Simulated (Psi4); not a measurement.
**GeH3Br (SMILES [GeH3][Br]), step by step**

Wanted: a structure relaxation (wB97X-D/STO-3G), then the harmonic vibrations, then the excited states (TDA-wB97X-D/STO-3G) of GeH3Br. 

The results are computed with Psi4 1.11.

### 1 The system as given

GeH3Br: 5 atoms, total charge 0, spin state singlet. SMILES: `[GeH3][Br]`. The coordinates come from a PBE0-D4/def2-TZVP relaxation. The run starts from this shape.

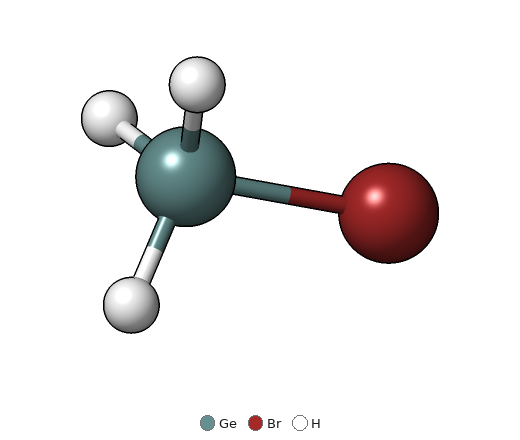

Viewed from a chosen angle; germanium teal, bromine red, hydrogen white.

### 2 A geometry optimisation at wB97X-D/STO-3G (density fitting with def2-universal-jkfit) (run 1)

brgeh3.py reads:

```python
import psi4

psi4.set_memory(1600000000)
psi4.set_num_threads(1)
psi4.set_output_file('brgeh3.out', False)

mol = psi4.geometry("""
0 1
Ge
Br 1 2.309122
H 1 1.531673 2 107.18801
H 1 1.531656 3 111.65521 2 117.1049
H 1 1.531669 4 111.6555 3 -125.79067
units angstrom
""")

psi4.set_options({
    'basis': 'STO-3G',
    'geom_maxiter': 60,
    'df_basis_scf': 'def2-universal-jkfit',
})

e = psi4.optimize('wb97x-d', molecule=mol)
print('E =', round(e, 9))
print(mol.to_string(dtype='xyz', units='Angstrom'))
```

Command:

```bash
$ python brgeh3.py
```

brgeh3.out:

```text
[...]
  Running in c1 symmetry.
[...]
  Nuclear repulsion =  308.239775763565319
[...]
  Multiplicity = 1
[...]
  Nalpha       = 35
  Nbeta        = 35
[...]
    Number of basis functions: 39
[...]
   @DF-RKS iter   1: -4600.73689161335369   -3.06006e+00   1.58089e-02 DIIS/ADIIS
[...]
   @DF-RKS iter   6: -4601.05025861215563   -9.09495e-13   2.76548e-09 DIIS
[...]
  @DF-RKS Final Energy: -4601.05025861215563
   => Energetics <=
    Nuclear Repulsion Energy =            315.5088902691562112
    One-Electron Energy =               -7071.1071350379497744
    Two-Electron Energy =                2283.7382976395647347
    DFT Exchange-Correlation Energy =    -129.1890724858344015
    Empirical Dispersion Energy =          -0.0012389970924282
    VV10 Nonlocal Energy =                  0.0000000000000000
    Total Energy =                      -4601.0502586121556305
[...]
  -Total Gradient:
     Atom            X                  Y                   Z
    ------   -----------------  -----------------  -----------------
       1       -0.000040524186     0.000017787862    -0.001066117161
       2       -0.000002401344     0.000000053314    -0.001065371595
       3        0.000008043223     0.000013376489    -0.001072555568
       4       -0.000015034184    -0.000009320298    -0.001075422773
       5        0.000008645440     0.000001660820    -0.001078946921
[...]
    Final optimized geometry and variables:
    Molecular point group: c1
    Full point group: C1
    Geometry (in Angstrom), charge = 0, multiplicity = 1:
    GE
    BR            1    2.276506
    H             1    1.406619      2  108.156609
    H             1    1.406636      3  110.754948      2  118.357800
    H             1    1.406625      4  110.756772      3 -123.283421
[...]
```

On the terminal:

```text
Optimizer: Optimization complete!
E = -4601.050258612
5
0 1 BrGeH3
Ge                   -0.000000510286    -0.000000405637    -1.144163924258
Br                   -0.000000510286    -0.000000405637     1.132341993927
H                    -0.000000510286     1.336580698069    -1.582488081547
H                    -1.157508669063    -0.668338046146    -1.582485378927
H                     1.157586565589    -0.668181135876    -1.582480481991
```

Run time: 15 s. Hardware: 1 thread of Intel Xeon 6975P-C (Granite Rapids), shared host; peak memory 0.4 GiB.

Steps, from the record of the run:

```
step  energy from the first frame kept (eV)  largest force (eV/Å)
   0                                 0.0000                2.1234
   1                                -0.4480                0.2274
   2                                -0.4484                0.2254
   3                                -0.4490                0.1113
   4                                -0.4485                0.0776
   5                                -0.4484                0.0555
```

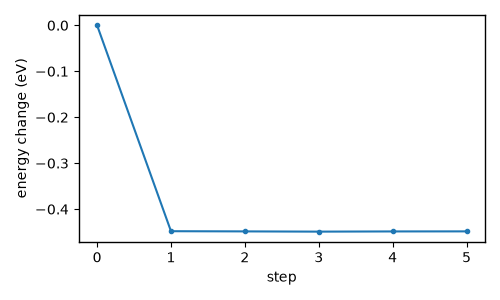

Energy along the run.

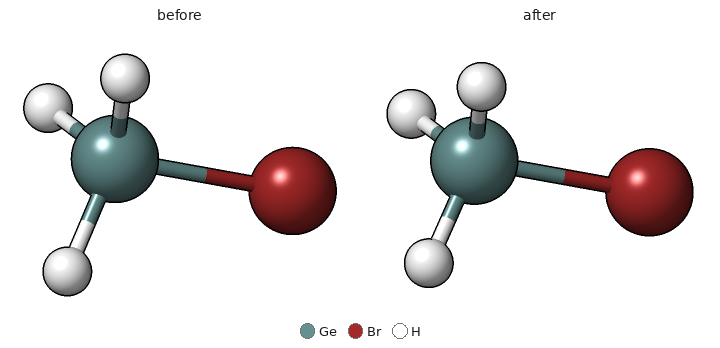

Before and after, at one scale.

After the run. Bond lengths: Ge1–Br2 2.277 Å, Ge1–H3 1.407 Å, Ge1–H4 1.407 Å, Ge1–H5 1.407 Å. Angles: Br2–Ge1–H3 108.2°, Br2–Ge1–H4 108.2°, Br2–Ge1–H5 108.2°, H3–Ge1–H4 110.8°, H3–Ge1–H5 110.7°, H4–Ge1–H5 110.8°.

### 3 The harmonic vibrations at wB97X-D/STO-3G (density fitting with def2-universal-jkfit) (run 2)

input.dat reads:

```
memory 1.6 GB

molecule {
  0 1
  Ge     0.127174     0.012521    -0.118128
  Br    -1.536481    -0.151312     1.427152
  H      0.135471     1.328269    -0.615437
  H     -0.138948    -0.907942    -1.147960
  H      1.346000    -0.288049     0.516470
  units angstrom
  symmetry c1
}

set globals {
  basis                      STO-3G
  t                          298.15
  rotational_symmetry_number 3
  df_basis_scf               def2-universal-jkfit
}

result = frequency('wb97x-d')
```

Command:

```bash
$ psi4 -n 1 input.dat output.dat
```

output.dat:

```text
[...]
  Running in c1 symmetry.
[...]
  Nuclear repulsion =  315.508879156928970
[...]
  Multiplicity = 1
[...]
  Nalpha       = 35
  Nbeta        = 35
[...]
    Number of basis functions: 39
[...]
   @DF-RKS iter   1: -4600.78211855826794   -2.85663e+00   1.54235e-02 ADIIS/DIIS
[...]
   @DF-RKS iter   9: -4601.05025746061801    4.54747e-12   2.05279e-09 DIIS
[...]
  @DF-RKS Final Energy: -4601.05025746061801
   => Energetics <=
    Nuclear Repulsion Energy =            315.5302252158761007
    One-Electron Energy =               -7071.1371103453739124
    Two-Electron Energy =                2283.7468066571341296
    DFT Exchange-Correlation Energy =    -129.1889402239753224
    Empirical Dispersion Energy =          -0.0012387642795107
    VV10 Nonlocal Energy =                  0.0000000000000000
    Total Energy =                      -4601.0502574606180133
[...]
  -Total Gradient:
     Atom            X                  Y                   Z
    ------   -----------------  -----------------  -----------------
       1        0.000938850619    -0.000222463858    -0.000887069607
       2        0.000766431902     0.000068487040    -0.000768839644
       3        0.000804380023     0.000066521521    -0.000707710741
       4        0.000908714888     0.000357478925    -0.000317811193
       5        0.000528902740     0.000115753932    -0.000958582953
[...]
  ==> Harmonic Vibrational Analysis <==
[...]
  Freq [cm^-1]                 344.2850            645.1292            649.2220
[...]
  IR activ [km/mol]             6.6849             23.5229             23.3322
[...]
  Freq [cm^-1]                 931.5154            941.7419            947.8140
[...]
  IR activ [km/mol]            153.3328            12.4029             12.0709
[...]
  Freq [cm^-1]                2208.6673           2210.0623           2362.3863
[...]
```

On the terminal:

```text
Warning: used thermodynamics relations inappropriate for low-frequency modes: ['344.2850']
```

Wall time 67 s (1 thread of Intel Xeon 6975P-C (Granite Rapids), shared host); peak memory 0.41 GiB.

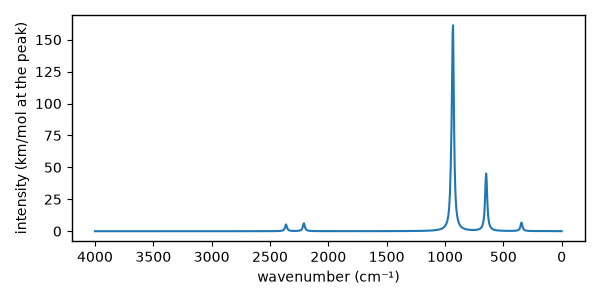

Harmonic infrared spectrum, unscaled, lines broadened by 10 cm⁻¹.

### 4 The excited states at TDA-wB97X-D/STO-3G (density fitting with def2-universal-jkfit, save jk yes) (run 3)

brgeh3.dat reads:

```
memory 1600 mb

molecule mol {
  Ge     0.127174     0.012521    -0.118128
  Br    -1.536481    -0.151312     1.427152
  H      0.135471     1.328269    -0.615437
  H     -0.138948    -0.907942    -1.147960
  H      1.346000    -0.288049     0.516470
  symmetry c1
}

set {
  basis        STO-3G
  save_jk      true
  df_basis_scf def2-universal-jkfit
}

from psi4.driver.procrouting.response.scf_response import tdscf_excitations
energy_value, wavefunction = energy('wb97x-d', return_wfn=True)
states = tdscf_excitations(wavefunction, states=6, tda=True)
```

Command:

```bash
$ psi4 -i brgeh3.dat -o brgeh3.out -n 1
```

brgeh3.out:

```text
[...]
  Running in c1 symmetry.
[...]
  Nuclear repulsion =  315.508879156928970
[...]
  Multiplicity = 1
[...]
  Nalpha       = 35
  Nbeta        = 35
[...]
    Number of basis functions: 39
[...]
   @DF-RKS iter   1: -4600.78211858200302   -2.85663e+00   1.54235e-02 DIIS/ADIIS
[...]
   @DF-RKS iter   6: -4601.05025874508829   -4.49973e-08   5.29899e-07 DIIS
[...]
  @DF-RKS Final Energy: -4601.05025874508829
   => Energetics <=
    Nuclear Repulsion Energy =            315.5088791569289697
    One-Electron Energy =               -7071.1069424594452357
    Two-Electron Energy =                2283.7381110249316407
    DFT Exchange-Correlation Energy =    -129.1890674703009267
    Empirical Dispersion Energy =          -0.0012389972021604
    VV10 Nonlocal Energy =                  0.0000000000000000
    Total Energy =                      -4601.0502587450882857
[...]
 Multipole Moments:
 ------------------------------------------------------------------------------------
     Multipole            Electronic (a.u.)      Nuclear  (a.u.)        Total (a.u.)
 ------------------------------------------------------------------------------------
 L = 1.  Multiply by 2.5417464519 to convert [e a0] to [Debye]
 Dipole X            :         -1.8616397            2.3874108            0.5257711
 Dipole Y            :         -0.1834299            0.2351873            0.0517574
 Dipole Z            :          1.7290810           -2.2174559           -0.4883749
 Magnitude           :                                                    0.7194610
[...]
                                    Excitation Energy         Total Energy        Oscillator Strength             Rotatory Strength
[...]
Excited State    1 (1 A):   0.27988 au   162.79 nm f = 0.0067
[...]
Excited State    3 (1 A):   0.35095 au   129.83 nm f = 0.0019
[...]
```

It took 8.1 s on 1 thread of Intel Xeon 6975P-C (Granite Rapids), shared host; peak memory 0.34 GiB.

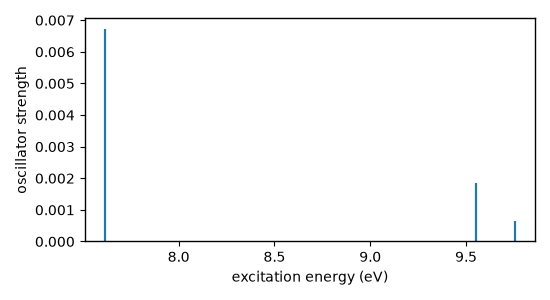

Vertical excitations as sticks.

The roots found:

```
excited state  energy (eV)  strength  label
            1        7.616    0.0067    A 1
            2        7.616    0.0067    A 1
            3        9.550    0.0019    A 1
            4        9.550    0.0019    A 1
            5        9.753    0.0006    A 1
            6        9.753    0.0006    A 1
```

### 5 Summary of results

| quantity | value |
| --- | --- |
| run 1, wB97X-D/STO-3G: total energy at the end | -4601.05026 Eh |
| run 1, wB97X-D/STO-3G: dipole moment | 1.83 D |
| run 1, wB97X-D/STO-3G: HOMO energy | -7.00 eV |
| run 1, wB97X-D/STO-3G: LUMO energy | 6.01 eV |
| run 1, wB97X-D/STO-3G: HOMO–LUMO gap | 13.01 eV |
| run 1, wB97X-D/STO-3G: dispersion energy | -3.25 kJ/mol |
| run 2, wB97X-D/STO-3G: lowest harmonic wavenumber | 344 cm⁻¹ |
| run 2, wB97X-D/STO-3G: highest harmonic wavenumber | 2362 cm⁻¹ |
| run 2, wB97X-D/STO-3G: zero-point energy | 67.2 kJ/mol |
| run 2, wB97X-D/STO-3G: ideal-gas entropy at 298.15 K (symmetry number 3 as used) | 65.0 cal/(mol K) |
| run 3, TDA-wB97X-D/STO-3G: ground-state or mean-field energy | -4601.05026 Eh |
| run 3, TDA-wB97X-D/STO-3G: dipole moment (wB97X-D Kohn–Sham density) | 1.83 D |
| run 3, TDA-wB97X-D/STO-3G: HOMO energy (wB97X-D Kohn–Sham orbitals) | -7.00 eV |
| run 3, TDA-wB97X-D/STO-3G: LUMO energy (wB97X-D Kohn–Sham orbitals) | 6.01 eV |
| run 3, TDA-wB97X-D/STO-3G: HOMO–LUMO gap (wB97X-D Kohn–Sham orbitals) | 13.01 eV |
| run 3, TDA-wB97X-D/STO-3G: dispersion energy | -3.25 kJ/mol |
| run 3, TDA-wB97X-D/STO-3G: lowest excitation energy | 7.62 eV |

What this shows: The optimisation (run 1, wB97X-D/STO-3G) took 6 steps and changed the energy by -0.448 eV. All 9 modes (run 2, wB97X-D/STO-3G) are real, so the shape is a minimum at this level. Excitation energies in a minimal basis are rough. Roots above 7.0 eV lie over the negative of the HOMO energy, where those of Rydberg kind are poorly described; valence roots are less touched.
